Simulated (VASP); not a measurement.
# 2H-WS2 monolayer and its bilayer, part 9 of 9

What are the lattice, gap and band positions of 2H-WS2 monolayer, and what does a second sheet change?

VASP 6.6.1, plane waves and PAW; the level of theory is named at each step.

So far, gap on the k-mesh (eV): step 2 (relaxing the monolayer) 1.99; step 5 (the slab in a field, field -0.1) 1.99; step 8 (a rigid stacking) 1.41; step 13 (relaxing the bilayer) 1.60.

### Step 14. Levels and bands of the bilayer

Level of this step: r2SCAN with rVV10, no spin polarisation; plane waves and PAW (W, S) (VASP).

The same static run as for one sheet shows what the neighbour does to the levels.

The input, INCAR:

```
SYSTEM = WS2
PREC = Normal
ENCUT = 350
EDIFF = 1E-06
NELM = 120
ISMEAR = 0
SIGMA = 0.03
LREAL = .FALSE.
ALGO = Normal
METAGGA = R2SCAN
LUSE_VDW = .TRUE.
IVDW_NL = 2
BPARAM = 11.95
CPARAM = 0.0093
LASPH = .TRUE.
NBANDS = 24
LORBIT = 11
LWAVE = .FALSE.
LCHARG = .FALSE.
KPAR = 4
IDIPOL = 3
LDIPOL = .TRUE.
DIPOL = 0.5 0.5 0.5
LVHAR = .TRUE.
LVACPOTAV = .TRUE.
NEDOS = 1500
```

The input, POSCAR:

```
WS2
1.0
    3.1653557394      0.0000000000      0.0000000000
   -1.5826778697      2.7412784823      0.0000000000
    0.0000000000      0.0000000000     26.3466113248
W S
2 4
Direct
    0.3333333300      0.6666666700      0.3810263807
    0.6666666700      0.3333333300      0.6189736193
    0.6666666700      0.3333333300      0.3217264245
    0.6666666700      0.3333333300      0.4403505423
    0.3333333300      0.6666666700      0.5596494577
    0.3333333300      0.6666666700      0.6782735755
```

The input, KPOINTS:

```
Automatic mesh
0
Gamma
12 12 1
0 0 0
```

The input, KPOINTS_OPT:

```
Line mode
14
Line-mode
Reciprocal
  0.00000000   0.00000000   0.00000000 GAMMA
  0.50000000   0.00000000   0.00000000 M

  0.50000000   0.00000000   0.00000000 M
  0.33333333   0.33333333   0.00000000 K

  0.33333333   0.33333333   0.00000000 K
  0.00000000   0.00000000   0.00000000 GAMMA
```

PAW data sets: W and S (PBE family, release 64).

The run is started by

```console
$ mpirun -np 4 vasp_std
```

The program printed:

```text
[... set-up lines as in an earlier step ...]
 entering main loop
       N       E                     dE             d eps       ncg     rms          rms(c)
Total rVV10 correction in eV:      0.8558250    47.2063721
Total rVV10 correction in eV:      0.8558250    47.2063721
Total rVV10 correction in eV:      0.8558250    47.2063721
Total rVV10 correction in eV:      0.8558250    47.2063721
DAV:   1     0.121876676089E+03    0.12188E+03   -0.11714E+04   912   0.891E+02
DAV:   2    -0.123404808462E+03   -0.24528E+03   -0.23937E+03  1368   0.225E+02
DAV:   3    -0.145653287239E+03   -0.22248E+02   -0.22097E+02  1184   0.766E+01
DAV:   4    -0.146198801855E+03   -0.54551E+00   -0.54363E+00  1336   0.135E+01
DAV:   5    -0.146213244673E+03   -0.14443E-01   -0.14435E-01  1184   0.208E+00    0.379E+01
Total rVV10 correction in eV:      0.8605735    47.2070730
Total rVV10 correction in eV:      0.8605735    47.2070730
Total rVV10 correction in eV:      0.8605735    47.2070730
Total rVV10 correction in eV:      0.8605735    47.2070730
DAV:   6    -0.139640633196E+03    0.65726E+01   -0.11350E+01  1272   0.175E+01    0.197E+01
Total rVV10 correction in eV:      0.8545979    47.2080796
Total rVV10 correction in eV:      0.8545979    47.2080796
Total rVV10 correction in eV:      0.8545979    47.2080796
Total rVV10 correction in eV:      0.8545979    47.2080796
DAV:   7    -0.139532336330E+03    0.10830E+00   -0.34787E+00  1224   0.115E+01    0.972E+00
Total rVV10 correction in eV:      0.8606629    47.2078276
Total rVV10 correction in eV:      0.8606629    47.2078276
Total rVV10 correction in eV:      0.8606629    47.2078276
Total rVV10 correction in eV:      0.8606629    47.2078276
DAV:   8    -0.139420195889E+03    0.11214E+00   -0.49759E-01  1304   0.444E+00    0.118E+00
Total rVV10 correction in eV:      0.8645954    47.2074738
Total rVV10 correction in eV:      0.8645954    47.2074738
Total rVV10 correction in eV:      0.8645954    47.2074738
Total rVV10 correction in eV:      0.8645954    47.2074738
DAV:   9    -0.139417632127E+03    0.25638E-02   -0.68936E-02  1184   0.152E+00    0.651E-01
Total rVV10 correction in eV:      0.8671156    47.2073268
Total rVV10 correction in eV:      0.8671156    47.2073268
Total rVV10 correction in eV:      0.8671156    47.2073268
Total rVV10 correction in eV:      0.8671156    47.2073268
DAV:  10    -0.139418735019E+03   -0.11029E-02   -0.13851E-02  1192   0.709E-01    0.628E-01
Total rVV10 correction in eV:      0.8677648    47.2071755
Total rVV10 correction in eV:      0.8677648    47.2071755
Total rVV10 correction in eV:      0.8677648    47.2071755
Total rVV10 correction in eV:      0.8677648    47.2071755
DAV:  11    -0.139419187305E+03   -0.45229E-03   -0.93108E-04  1152   0.203E-01    0.388E-01
Total rVV10 correction in eV:      0.8691495    47.2069821
Total rVV10 correction in eV:      0.8691495    47.2069821
Total rVV10 correction in eV:      0.8691495    47.2069821
Total rVV10 correction in eV:      0.8691495    47.2069821
DAV:  12    -0.139419835540E+03   -0.64823E-03   -0.57486E-04  1152   0.142E-01    0.140E-01
Total rVV10 correction in eV:      0.8697004    47.2068596
Total rVV10 correction in eV:      0.8697004    47.2068596
Total rVV10 correction in eV:      0.8697004    47.2068596
Total rVV10 correction in eV:      0.8697004    47.2068596
DAV:  13    -0.139420116597E+03   -0.28106E-03   -0.90975E-05  1192   0.568E-02    0.546E-02
Total rVV10 correction in eV:      0.8704955    47.2066034
Total rVV10 correction in eV:      0.8704955    47.2066034
Total rVV10 correction in eV:      0.8704955    47.2066034
Total rVV10 correction in eV:      0.8704955    47.2066034
DAV:  14    -0.139420599654E+03   -0.48306E-03   -0.12253E-04  1120   0.584E-02    0.125E-02
Total rVV10 correction in eV:      0.8707045    47.2065130
Total rVV10 correction in eV:      0.8707045    47.2065130
Total rVV10 correction in eV:      0.8707045    47.2065130
Total rVV10 correction in eV:      0.8707045    47.2065130
DAV:  15    -0.139420759411E+03   -0.15976E-03   -0.15026E-05  1160   0.197E-02    0.165E-02
Total rVV10 correction in eV:      0.8708828    47.2063866
Total rVV10 correction in eV:      0.8708828    47.2063866
Total rVV10 correction in eV:      0.8708828    47.2063866
Total rVV10 correction in eV:      0.8708828    47.2063866
DAV:  16    -0.139420981004E+03   -0.22159E-03   -0.28360E-05  1096   0.219E-02    0.587E-03
Total rVV10 correction in eV:      0.8709685    47.2063384
Total rVV10 correction in eV:      0.8709685    47.2063384
Total rVV10 correction in eV:      0.8709685    47.2063384
Total rVV10 correction in eV:      0.8709685    47.2063384
DAV:  17    -0.139421100480E+03   -0.11948E-03   -0.34483E-05  1056   0.206E-02    0.568E-03
Total rVV10 correction in eV:      0.8709746    47.2063393
Total rVV10 correction in eV:      0.8709746    47.2063393
Total rVV10 correction in eV:      0.8709746    47.2063393
Total rVV10 correction in eV:      0.8709746    47.2063393
DAV:  18    -0.139421114346E+03   -0.13866E-04   -0.36497E-06   984   0.100E-02    0.448E-03
Total rVV10 correction in eV:      0.8709469    47.2063468
Total rVV10 correction in eV:      0.8709469    47.2063468
Total rVV10 correction in eV:      0.8709469    47.2063468
Total rVV10 correction in eV:      0.8709469    47.2063468
DAV:  19    -0.139421133378E+03   -0.19032E-04   -0.21360E-06   808   0.859E-03    0.118E-03
Total rVV10 correction in eV:      0.8709242    47.2063665
Total rVV10 correction in eV:      0.8709242    47.2063665
Total rVV10 correction in eV:      0.8709242    47.2063665
Total rVV10 correction in eV:      0.8709242    47.2063665
DAV:  20    -0.139421142570E+03   -0.91922E-05   -0.13976E-06   872   0.838E-03    0.221E-03
Total rVV10 correction in eV:      0.8709153    47.2063773
Total rVV10 correction in eV:      0.8709153    47.2063773
Total rVV10 correction in eV:      0.8709153    47.2063773
Total rVV10 correction in eV:      0.8709153    47.2063773
DAV:  21    -0.139421147756E+03   -0.51851E-05   -0.15257E-06   832   0.962E-03    0.132E-03
Total rVV10 correction in eV:      0.8709144    47.2063777
Total rVV10 correction in eV:      0.8709144    47.2063777
Total rVV10 correction in eV:      0.8709144    47.2063777
Total rVV10 correction in eV:      0.8709144    47.2063777
DAV:  22    -0.139421149373E+03   -0.16178E-05   -0.40043E-07   752   0.634E-03    0.100E-03
Total rVV10 correction in eV:      0.8709145    47.2063749
Total rVV10 correction in eV:      0.8709145    47.2063749
Total rVV10 correction in eV:      0.8709145    47.2063749
Total rVV10 correction in eV:      0.8709145    47.2063749
DAV:  23    -0.139421150769E+03   -0.13954E-05   -0.15409E-07   640   0.382E-03    0.537E-04
Total rVV10 correction in eV:      0.8709138    47.2063737
Total rVV10 correction in eV:      0.8709138    47.2063737
Total rVV10 correction in eV:      0.8709138    47.2063737
Total rVV10 correction in eV:      0.8709138    47.2063737
DAV:  24    -0.139421150976E+03   -0.20769E-06   -0.21840E-07   664   0.468E-03
 [... a notice as in an earlier step ...]

Total rVV10 correction in eV:      0.8709145    47.2063728
Total rVV10 correction in eV:      0.8709145    47.2063728
Total rVV10 correction in eV:      0.8709145    47.2063728
Total rVV10 correction in eV:      0.8709145    47.2063728
Total rVV10 correction in eV:      0.8709139    47.2063735
Total rVV10 correction in eV:      0.8709139    47.2063735
Total rVV10 correction in eV:      0.8709139    47.2063735
Total rVV10 correction in eV:      0.8709139    47.2063735
   1 F= -.13942115E+03 E0= -.13942115E+03  d E =-.933909E-12
 Start KPOINTS_OPT (optional k-point list driver)
k-point batch [1-19\42]
       N       E                     dE             ncg
DAV:   1     0.785481204273E+03   -0.11815E+05      912
DAV:   2    -0.379939324055E+04   -0.45849E+04     1376
DAV:   3    -0.421408620025E+04   -0.41469E+03     1192
DAV:   4    -0.422422002697E+04   -0.10134E+02     1336
DAV:   5    -0.422445401561E+04   -0.23399E+00     1224
DAV:   6    -0.422446225104E+04   -0.82354E-02     1376
DAV:   7    -0.422446258344E+04   -0.33240E-03     1272
DAV:   8    -0.422446259695E+04   -0.13509E-04     1088
DAV:   9    -0.422446259762E+04   -0.66987E-06      856
[...]
k-point batch [39-42\42]
       N       E                     dE             ncg
DAV:   1     0.143634695313E+05    0.12720E+02      192
DAV:   2     0.134243764353E+05   -0.93909E+03      296
DAV:   3     0.133246681004E+05   -0.99708E+02      264
DAV:   4     0.133211577267E+05   -0.35104E+01      296
DAV:   5     0.133210718545E+05   -0.85872E-01      280
DAV:   6     0.133210686680E+05   -0.31865E-02      304
DAV:   7     0.133210685403E+05   -0.12768E-03      288
DAV:   8     0.133210685360E+05   -0.43092E-05      256
DAV:   9     0.133210685358E+05   -0.18136E-06      192
```

It took 2.8 min on 4 MPI ranks of Intel Xeon Platinum 8488C (Sapphire Rapids), shared host; peak memory 1.2 GiB.

OUTCAR, selected parts (step 14):

```text
   NELECT =      36.0000    total number of electrons

 E-fermi :  -0.0638

 k-point     1 :       0.0000    0.0000    0.0000
  band No.  band energies     occupation
    ...
     14      -2.3163      2.00000
     15      -2.2953      2.00000
     16      -2.2953      2.00000
     17      -0.8234      2.00000
     18      -0.1933      2.00000
     19       2.5377      0.00000
     20       2.5378      0.00000
     21       2.5476      0.00000
     22       2.5476      0.00000
     23       2.6608      0.00000
    ...

  Total       -0.0318865     -0.0318865     -0.1545278     -0.0000000     -0.0000000      0.0000000
  in kB       -0.2234688     -0.2234688     -1.0829709     -0.0000000     -0.0000000      0.0000000
  external PRESSURE =      -0.5099695 kB  Pullay stress =       0.0000000 kB

 POSITION                                       TOTAL-FORCE (eV/Angst)
 -----------------------------------------------------------------------------------
     -0.00000      1.82752     10.03875         0.000000      0.000000     -0.001718
      1.58268      0.91376     16.30786        -0.000000     -0.000000      0.001718
      1.58268      0.91376      8.47640        -0.000000     -0.000000      0.000024
      1.58268      0.91376     11.60174         0.000000      0.000000      0.001175
     -0.00000      1.82752     14.74487        -0.000000     -0.000000     -0.001175
     -0.00000      1.82752     17.87021        -0.000000      0.000000     -0.000024
 -----------------------------------------------------------------------------------
    total drift:                               -0.000000      0.000000      0.000000

  FREE ENERGIE OF THE ION-ELECTRON SYSTEM (eV)
  ---------------------------------------------------
  free  energy   TOTEN  =      -139.4211509764 eV

  energy  without entropy=     -139.4211509764  energy(sigma->0) =     -139.42115098

 vacuum level on the upper side and lower side of the slab         5.353         5.353

[... 8 parts as in an earlier step ...]

[... 10 further parts left out ...]
```

This step gave:

| Quantity | Value |
| --- | --- |
| electronic cycles | 24 |
| Fermi energy | -0.0638 eV |
| least gap on mesh and path | 1.597 eV |
| least direct gap on mesh and path | 1.957 eV |
| vacuum levels | 5.353, 5.353 eV |
| ionisation potentials of the upper and lower face | 5.546, 5.546 eV |
| electron affinities of the upper and lower face | 3.949, 3.949 eV |

Electronic bands along the path, in eV, zero at the valence-band top; v1 is the highest filled band, c1 the lowest empty one:

| point | v4 | v3 | v2 | v1 | c1 | c2 | c3 | c4 |
| --- | --- | --- | --- | --- | --- | --- | --- | --- |
| Γ | -2.10 | -2.10 | -0.63 | 0.00 | 2.73 | 2.73 | 2.74 | 2.75 |
| M | -1.78 | -1.70 | -1.42 | -1.34 | 2.64 | 2.66 | 3.05 | 3.17 |
| K | -2.91 | -2.91 | -0.45 | -0.36 | 1.60 | 1.60 | 2.85 | 3.41 |
| Γ | -2.10 | -2.10 | -0.63 | 0.00 | 2.73 | 2.74 | 2.74 | 2.75 |

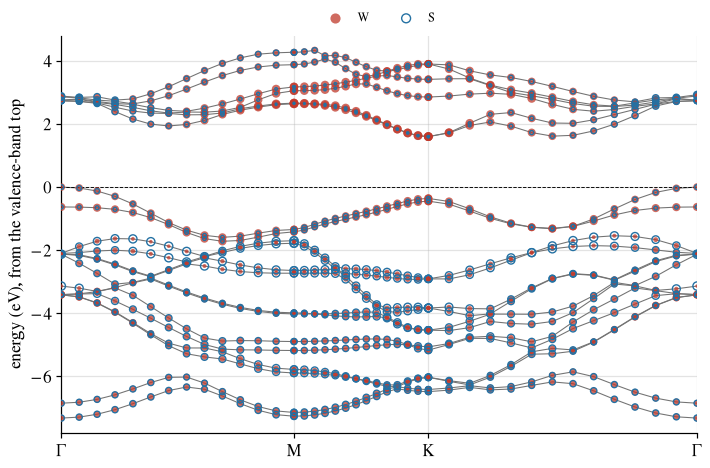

Electronic bands along the path; dots are coloured as in the legend, and their area grows with the weight.

The planar average of the electrostatic potential oscillates, so the rows of the table below give means over windows of 2 Å about each position, cut where the curve ends. Its maxima inside the range that stand out by 2 % of the span (Å: eV): 9.3: -6.14, 10.8: -6.15, 13.2: 4.78, 15.6: -6.15, 17.0: -6.14. Its minima: 8.5: -14.8, 10.0: -10.1, 11.6: -14.8, 14.7: -14.8, 16.3: -10.1, 17.9: -14.8.

Zero at the Fermi level. Planar average of the electrostatic potential against height; means over each step:

| height (Å) | planar average of the electrostatic potential (eV) |
| --- | --- |
| 0 | 5.42 |
| 2 | 5.42 |
| 4 | 5.42 |
| 6 | 5.34 |
| 8 | -5.16 |
| 10 | -8.05 |
| 12 | -5.67 |
| 14 | -3.05 |
| 16 | -8.65 |
| 18 | -7.14 |
| 20 | 5.19 |
| 22 | 5.42 |
| 24 | 5.42 |
| 26 | 5.42 |

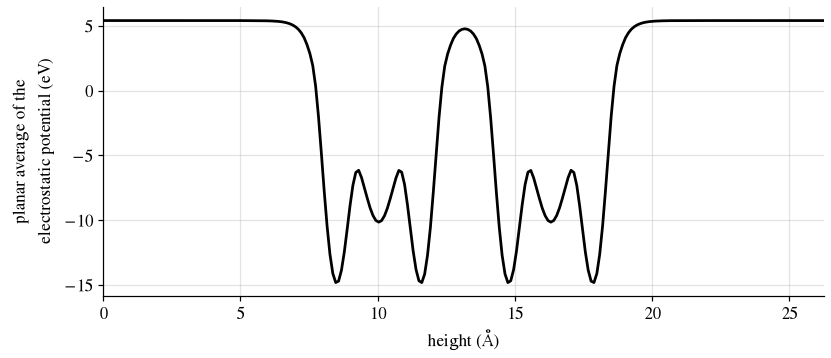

Planar average of the electrostatic potential, plotted against height.

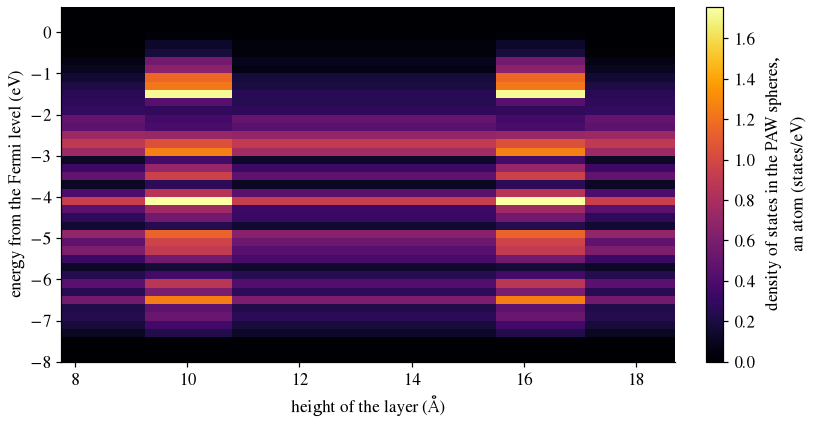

Density of states in the PAW spheres, an atom over height of the layer and energy from the Fermi level.

The map of layer states is cut here 0.5 eV above the Fermi level, so it leaves out the states above that.

The vacuum level lies 5.55 eV above the highest filled level at the upper face; both faces agree, as the slab has next to no dipole.

The program found no field-free point at its default tolerance, but its printed level agrees with the flat part of the planar average.

### Step 15. Putting the energies together

This step: monolayer and bilayer, r2SCAN + rVV10; plane waves and PAW (VASP 6.6.1).

This step runs nothing: it gathers the runs above.

This step gave:

* polarisability per area of the slab or monolayer: 0.4017 Å
* gap with spin orbit: 1.727 eV
* binding energy: -21.90 meV/Å²
* interlayer gap: 3.143 Å
* bilayer gap: 1.597 eV
* bilayer level below vacuum: 5.546 eV
* lattice a: 3.165 Å
* lattice b: 3.165 Å
* thickness: 3.123 Å
* monolayer gap: 1.991 eV
* ionisation potential at the upper face: 5.937 eV

VASP counts both for electrons: a positive EFIELD is a field along -c, and a positive dipole, in electrons times A, points along -c. Field, by row:

| EFIELD (eV/Å) | dipole along z of the monolayer (e Å) | energy change of the monolayer (eV) |
| --- | --- | --- |
| -0.1 | -0.02422 | -0.001212 |
| 0 | 0 | 0 |
| 0.1 | 0.0242 | -0.001213 |

Rigid sheets, 3.1 Å apart. Stackings, by row:

| stacking | energy above the lowest (meV/Å²) |
| --- | --- |
| turned by 180 degrees, shift 0.00 0.00 | 0 |
| same orientation, shift 0.33 0.67 | 0.423 |
| turned by 180 degrees, shift 0.67 0.33 | 2.28 |
| turned by 180 degrees, shift 0.33 0.67 | 19.99 |
| same orientation, shift 0.00 0.00 | 21.71 |

The polarisability is the slope of the dipole against the field, as a volume for each unit of area.

### Step 16. Summary of results

* lattice a: 3.17 Å
* monolayer gap: 1.99 eV
* gap with spin orbit: 1.73 eV
* binding energy: -21.9 meV/Å²
* interlayer gap: 3.14 Å
* bilayer gap: 1.60 eV
* polarisability per area of the slab or monolayer: 0.402 Å

In words: The monolayer relaxes to a = 3.165 Å and has a gap of 1.99 eV (1.73 eV with spin-orbit coupling). The ionisation potential is 5.94 eV at both faces. Of 5 rigid stackings the lowest has the upper sheet turned by 180 degrees and shifted by (0.00, 0.00) in cell vectors, and the highest lies 21.7 meV/Å² above it. Relaxed, the sheets lie 3.14 Å apart and bind by 21.9 meV/Å². The next stacking lies close, and only the lowest was relaxed, so the order could change. The second sheet narrows the gap, to 1.60 eV. All runs are without spin polarisation. The bilayer keeps the monolayer's lattice, and only high-symmetry stackings were tried. Semilocal gaps are too small. Levels against the vacuum, binding and the bilayer's gap are without spin-orbit coupling.

[Lines on the potential files, build, host, timing and source positions are cut from VASP's logs without a mark.]

[Logs are printed without paths, hosts, clocks, repeated set-up lines and the standing remarks that a program may print on its own settings, such as how far it seeks lower states.]

[Hosts, paths, dates, database ids (printed as entryN), source tags and the programs' standing remarks are cut or masked in the printed files.]

[Runs that stopped without an error message from VASP are left out.]
